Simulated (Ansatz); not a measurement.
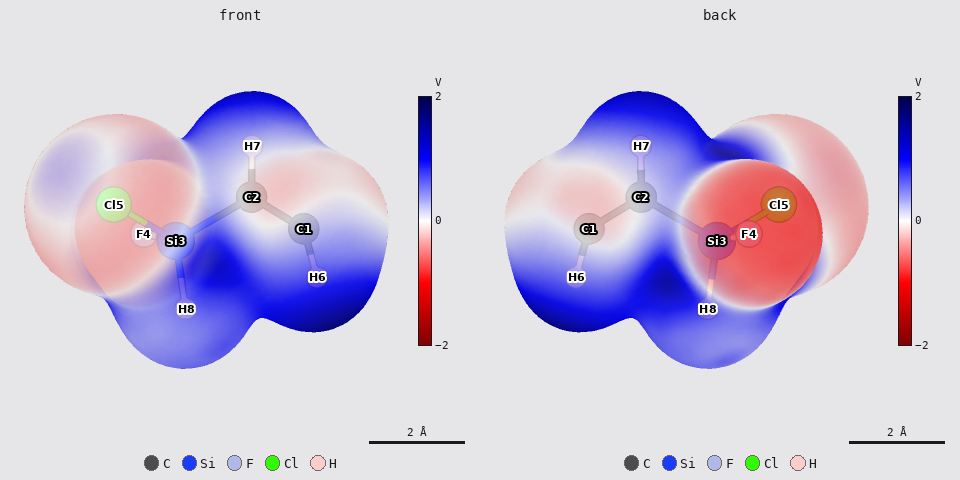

Figure 1: C$_{2}$H$_{3}$ClFSi (SMILES [CH]=C[SiH](F)Cl) (doublet). The electrostatic potential painted on the density surface at 0.002 e/bohr³, seen from the front and from behind; the colour scale runs from red (negative) to blue (positive).

Geometry: PBE0-D4/def2-TZVP.

Theory: UKS PBE0-D4/def2-TZVPP in Ansatz.

```csv
atom,x (Å),y (Å),z (Å)
C,-1.1018,-0.7013,-1.2665
C,-0.0052,-0.8224,-0.5700
Si,0.4627,0.5420,0.5866
F,1.8523,1.1817,0.1494
Cl,0.7110,-0.1818,2.4789
H,-1.8941,0.0272,-1.3793
H,0.6254,-1.7084,-0.6557
H,-0.5582,1.6058,0.6008
```

> Where is the surface potential most negative and most positive?

The most negative region (about −0.8 V) lies over F4, the most positive (about +1.7 V) over H6. Cl5 shows a σ-hole: about +0.2 V at the tip opposite its bond, against about −0.2 V on its flanks.
